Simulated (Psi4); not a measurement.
**Br2 (bromine) at B2PLYP/aug-cc-pVTZ (density fitting for correlation)**

What is the energy change on altering one bond length of Br2 (bromine) at B2PLYP/aug-cc-pVTZ (density fitting for correlation)? 

Program for the calculation: Psi4 1.11.

## 1. The structure to begin with

The species is Br2 (2 atoms), meant as a singlet with charge 0. SMILES: `BrBr`. Geometry: relaxed at PBE0-D4/def2-TZVP.

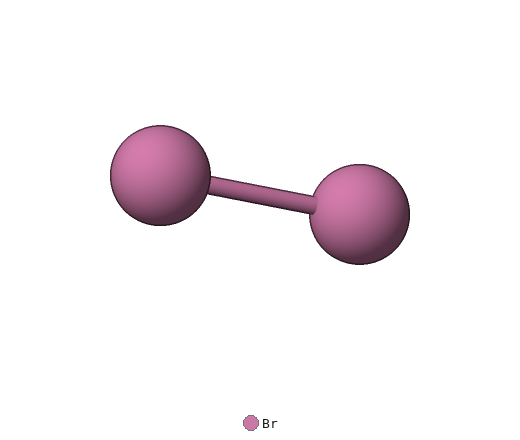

The structure, seen from a chosen angle (bromine pink).

## 2. A single-point energy at B2PLYP/aug-cc-pVTZ (density fitting for correlation)

Contents of job.py:

```python
import psi4

psi4.set_memory(1600000000)
psi4.set_num_threads(1)
psi4.set_output_file('psi4.out', False)

m = psi4.geometry("""
0 1
Br     0.972980    -0.325390     0.498520
Br    -0.972980     0.325390    -0.498520
symmetry c1
no_reorient
no_com
""")

options = {'basis': 'aug-cc-pVTZ', 'puream': True, 'e_convergence': 1e-09, 'd_convergence': 1e-08, 'scf_type': 'pk', 'dft_radial_points': 99, 'dft_spherical_points': 590, 'num_frozen_docc': 18}
psi4.set_options(options)

e = psi4.energy("b2plyp", molecule=m)
print(f'total energy {e:.8f} hartree = {e * 27.211386:.5f} eV')
for k, v in sorted(psi4.core.scalar_variables().items()):
    print(f'{k:45s} {v:18.10f}')
```

Run with:

```console
$ python job.py
```

psi4.out:

```text
[...]
  Running in c1 symmetry.
[...]
  Nuclear repulsion =  284.153756845485930
[...]
  Multiplicity = 1
[...]
  Nalpha       = 35
  Nbeta        = 35
[...]
    Number of basis functions: 118
[...]
   @RKS iter   1: -5147.11183550156784   -2.87987e+00   1.22635e-02 ADIIS/DIIS
[...]
   @RKS iter   8: -5147.45453838394042   -1.43700e-10   6.19347e-09 DIIS
[...]
    Orbital Energies [Eh]
    ---------------------
    Doubly Occupied:
       1A   -485.905873     2A   -485.905873     3A    -63.655351
       4A    -63.655342     5A    -57.279948     6A    -57.279946
       7A    -57.275923     8A    -57.275923     9A    -57.275923
      10A    -57.275923    11A     -9.214063    12A     -9.214024
      13A     -6.955490    14A     -6.955362    15A     -6.941142
      16A     -6.941142    17A     -6.941131    18A     -6.941131
      19A     -2.917251    20A     -2.915017    21A     -2.911734
      22A     -2.911734    23A     -2.911054    24A     -2.911054
      25A     -2.898066    26A     -2.898066    27A     -2.898017
      28A     -2.898017    29A     -0.963960    30A     -0.827709
      31A     -0.475414    32A     -0.427300    33A     -0.427300
      34A     -0.337625    35A     -0.337625
[...]
  @RKS Final Energy: -5147.45453838394042
   => Energetics <=
    Nuclear Repulsion Energy =            284.1537568454859297
    One-Electron Energy =               -7730.6261208511914447
    Two-Electron Energy =                2385.7882884429841397
    DFT Exchange-Correlation Energy =     -86.7704628212194251
    Empirical Dispersion Energy =           0.0000000000000000
    VV10 Nonlocal Energy =                  0.0000000000000000
    Total Energy =                      -5147.4545383839413262
[...]
 Multipole Moments:
 ------------------------------------------------------------------------------------
     Multipole            Electronic (a.u.)      Nuclear  (a.u.)        Total (a.u.)
 ------------------------------------------------------------------------------------
 L = 1.  Multiply by 2.5417464519 to convert [e a0] to [Debye]
 Dipole X            :         -0.0000000            0.0000000           -0.0000000
 Dipole Y            :          0.0000000            0.0000000            0.0000000
 Dipole Z            :          0.0000000            0.0000000            0.0000000
 Magnitude           :                                                    0.0000000
[...]
```

The script printed:

```text
total energy -5147.60489165 hartree = -140073.46368 eV
B2PLYP DOUBLE-HYBRID CORRECTION ENERGY             -0.1503532653
B2PLYP TOTAL ENERGY                             -5147.6048916492
CURRENT ENERGY                                  -5147.6048916492
CURRENT REFERENCE ENERGY                        -5147.4545383839
DD SOLVATION ENERGY                                 0.0000000000
DFT FUNCTIONAL TOTAL ENERGY                     -5147.4545383839
DFT TOTAL ENERGY                                -5147.6048916492
DFT VV10 ENERGY                                     0.0000000000
DFT XC ENERGY                                     -86.7704628212
DOUBLE-HYBRID CORRECTION ENERGY                    -0.1503532653
GRID ELECTRONS ALPHA                               34.9999998673
GRID ELECTRONS BETA                                34.9999998673
GRID ELECTRONS TOTAL                               69.9999997346
NUCLEAR REPULSION ENERGY                          284.1537568455
ONE-ELECTRON ENERGY                             -7730.6261208512
PCM POLARIZATION ENERGY                             0.0000000000
PE ENERGY                                           0.0000000000
SCF ITERATION ENERGY                            -5147.4545383839
SCF ITERATIONS                                      8.0000000000
SCF TOTAL ENERGY                                -5147.4545383839
TWO-ELECTRON ENERGY                              2385.7882884430
XC GRID RADIAL POINTS                              99.0000000000
XC GRID SPHERICAL POINTS                          590.0000000000
XC GRID TOTAL POINTS                           112176.0000000000
```

Run time: 1.7 min. Hardware: 1 thread of AMD EPYC 7R43 (Zen 3), shared host; peak memory 1.5 GiB.

## 3. The distorted shape, same level

Contents of br2.json:

```json
{
  "schema_name": "qcschema_input",
  "schema_version": 1,
  "molecule": {
    "schema_name": "qcschema_molecule",
    "schema_version": 2,
    "symbols": ["Br", "Br"],
    "geometry": [2.94186516, -0.98383677, 1.50730603, -1.83866572, 0.61489798, -0.94206627],
    "molecular_charge": 0,
    "molecular_multiplicity": 1,
    "fix_symmetry": "c1",
    "fix_com": true,
    "fix_orientation": true
  },
  "driver": "energy",
  "model": {
    "method": "b2plyp",
    "basis": "aug-cc-pVTZ"
  },
  "keywords": {
    "puream": true,
    "e_convergence": 1e-09,
    "d_convergence": 1e-08,
    "scf_type": "pk",
    "dft_radial_points": 99,
    "dft_spherical_points": 590,
    "num_frozen_docc": 18
  }
}
```

Run with:

```console
$ psi4 --qcschema br2.json -n 1 --memory 1600MB
```

stdout:

```text
[...]
  Running in c1 symmetry.
[...]
  Nuclear repulsion =  218.579813212441934
[...]
  Multiplicity = 1
[...]
  Nalpha       = 35
  Nbeta        = 35
[...]
    Number of basis functions: 118
[...]
   @RKS iter   1: -5147.04840112454531   -3.15382e+00   1.21736e-02 ADIIS/DIIS
[...]
   @RKS iter   8: -5147.39676612000676   -1.17325e-10   5.96276e-09 DIIS
[...]
    Orbital Energies [Eh]
    ---------------------
    Doubly Occupied:
       1A   -485.917060     2A   -485.917060     3A    -63.665626
       4A    -63.665621     5A    -57.290667     6A    -57.290667
       7A    -57.286059     8A    -57.286059     9A    -57.286059
      10A    -57.286059    11A     -9.222972    12A     -9.222962
      13A     -6.965196    14A     -6.965195    15A     -6.949339
      16A     -6.949339    17A     -6.949339    18A     -6.949339
      19A     -2.925633    20A     -2.925437    21A     -2.920647
      22A     -2.920647    23A     -2.920586    24A     -2.920586
      25A     -2.905815    26A     -2.905815    27A     -2.905814
      28A     -2.905814    29A     -0.897950    30A     -0.863857
      31A     -0.408572    32A     -0.394068    33A     -0.394068
      34A     -0.367519    35A     -0.367519
[...]
  @RKS Final Energy: -5147.39676612000676
   => Energetics <=
    Nuclear Repulsion Energy =            218.5798132124419340
    One-Electron Energy =               -7599.0813945875943318
    Two-Electron Energy =                2319.8203835320086910
    DFT Exchange-Correlation Energy =     -86.7155682768638343
    Empirical Dispersion Energy =           0.0000000000000000
    VV10 Nonlocal Energy =                  0.0000000000000000
    Total Energy =                      -5147.3967661200067596
[...]
 Multipole Moments:
 ------------------------------------------------------------------------------------
     Multipole            Electronic (a.u.)      Nuclear  (a.u.)        Total (a.u.)
 ------------------------------------------------------------------------------------
 L = 1.  Multiply by 2.5417464519 to convert [e a0] to [Debye]
 Dipole X            :        -38.6119804           38.6119804           -0.0000000
 Dipole Y            :         12.9128577          -12.9128577            0.0000000
 Dipole Z            :        -19.7833916           19.7833916           -0.0000000
 Magnitude           :                                                    0.0000000
[...]
```

The result, in JSON:

```text
{
 "driver": "energy",
 "model": {
  "method": "b2plyp",
  "basis": "aug-cc-pVTZ"
 },
 "success": true,
 "return_result": -5147.553330235857,
 "properties": {
  "calcinfo_nbasis": 118,
  "calcinfo_nmo": 118,
  "calcinfo_nalpha": 35,
  "calcinfo_nbeta": 35,
  "calcinfo_natom": 2,
  "nuclear_repulsion_energy": 218.57981321244193,
  "return_energy": -5147.553330235857,
  "scf_one_electron_energy": -7599.081394587594,
  "scf_two_electron_energy": 2319.8203835320087,
  "scf_xc_energy": -86.71556827686383,
  "scf_dipole_moment": [-1.8914647625933867e-11, 6.144418307485466e-12, -9.514167231827741e-12],
  "scf_total_energy": -5147.396766120007,
  "scf_iterations": 8
 }
}
```

It took 69 s on 1 thread of AMD EPYC 7R43 (Zen 3), shared host; peak memory 1.5 GiB.

## 4. Outcome

Level: B2PLYP/aug-cc-pVTZ (density fitting for correlation), 18 core orbitals frozen.

| quantity | value |
| --- | --- |
| first shape: total energy | -5147.60489 Eh |
| first shape: HOMO energy (SCF part's orbitals) | -9.19 eV |
| first shape: LUMO energy (SCF part's orbitals) | -2.25 eV |
| first shape: HOMO–LUMO gap (SCF part's orbitals) | 6.94 eV |
| distorted shape: total energy | -5147.55333 Eh |
| distorted shape: HOMO energy (SCF part's orbitals) | -10.00 eV |
| distorted shape: LUMO energy (SCF part's orbitals) | -5.27 eV |
| distorted shape: HOMO–LUMO gap (SCF part's orbitals) | 4.73 eV |
| energy change with the Br1–Br2 bond stretched from 2.281 to 2.966 Å | 1.403 eV |

What this shows: With the Br1–Br2 bond stretched from 2.281 to 2.966 Å the energy rises by 1.40 eV (135 kJ/mol). The first shape isn't relaxed at this level, so the change isn't measured from a minimum.
